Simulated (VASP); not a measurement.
Band structure of Lu (hcp). Computed with PW91 GGA, VASP's PBE PAW potentials (set 64) (plane waves; VASP).

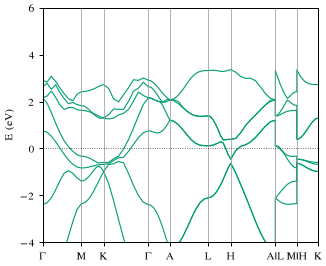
Fig. 1. Bands along high-symmetry lines, zero at the valence-band maximum or, without a gap, the Fermi level

### Question
Read the plot: is there a gap, and where are the band edges?

### Answer
It has no gap at this level: it comes out as a metal or semimetal. (Edges off the drawn lines would not show.)

The compound is Lu in the hcp structure. It was relaxed first.
